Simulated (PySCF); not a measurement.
# C5H10ClO (SMILES CC[C](CO)CCl) (doublet): what the fields show

```xyz
17

C     1.9588    0.3018   -0.3839
C     0.6599    0.0805   -1.1773
C    -0.5253   -0.0178   -0.2814
C    -0.8993   -1.3632    0.2480
O    -1.7825   -1.3461    1.3321
C    -1.1531    1.1461    0.2474
Cl   -0.4018    1.5715    2.0137
H     2.7997    0.3952   -1.0664
H     2.1423   -0.5361    0.2836
H     1.8872    1.2069    0.2120
H     0.7550   -0.8378   -1.7611
H     0.5310    0.9188   -1.8658
H    -1.4003   -1.9508   -0.5352
H     0.0237   -1.9143    0.5071
H    -1.4433   -0.7239    1.9905
H    -2.1950    1.0175    0.5233
H    -0.9640    2.0638   -0.2967
```

Geometry: GFN2-xTB.

Method: UKS B3LYP, pcH-1 on C Cl H O, non-relativistic, mean-field spin-orbit, GIAO (PySCF 2.14.0, density-fitted response routines).

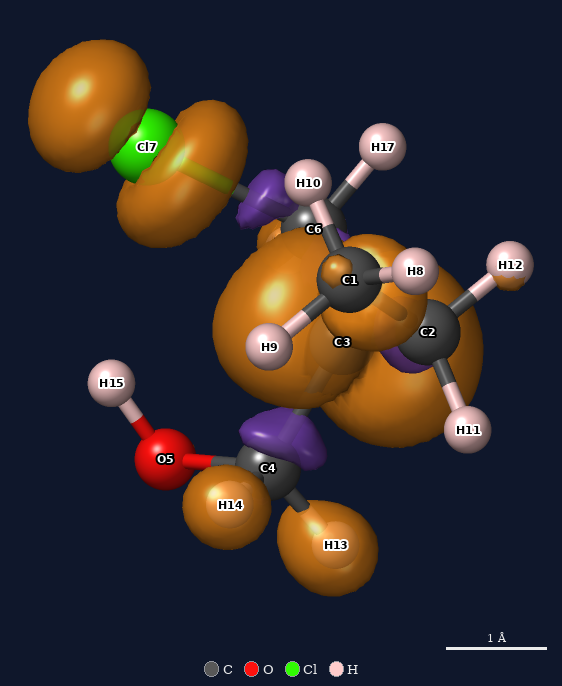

Figure 1. Isosurfaces of the spin density at +0.02 (orange) and −0.02 e/Å³ (purple), seen at an oblique angle.

Question: Describe the spin distribution.

Answer: The unpaired spin (1 electron) lies mostly on C3 (about 0.5) and Cl7 (about 0.2), in electrons by Hirshfeld's partition.

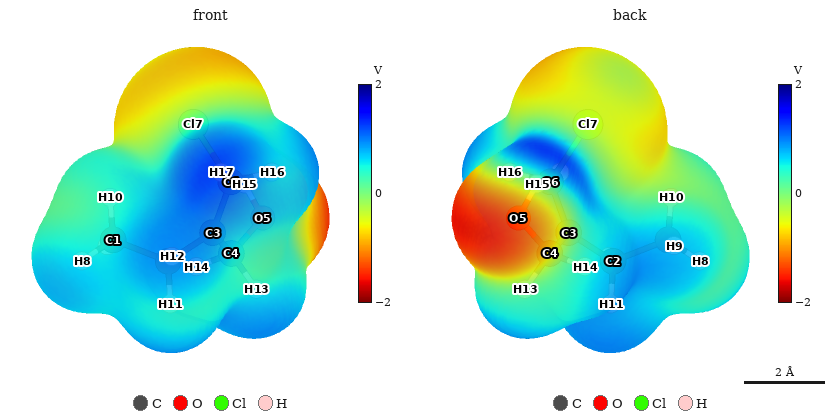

Figure 2. The molecular electrostatic potential painted on the density surface at 0.002 e/bohr³, seen from the front and from behind; the colour scale runs from red (negative) to blue (positive).

Question: Describe the electrostatic potential map.

Answer: The most negative region (about −1.6 V, or −37 kcal/mol for a unit charge) lies over O5, the most positive (about +1.2 V, or +28 kcal/mol for a unit charge) over H15 and H17. O5 is the likeliest acceptor of a hydrogen bond.
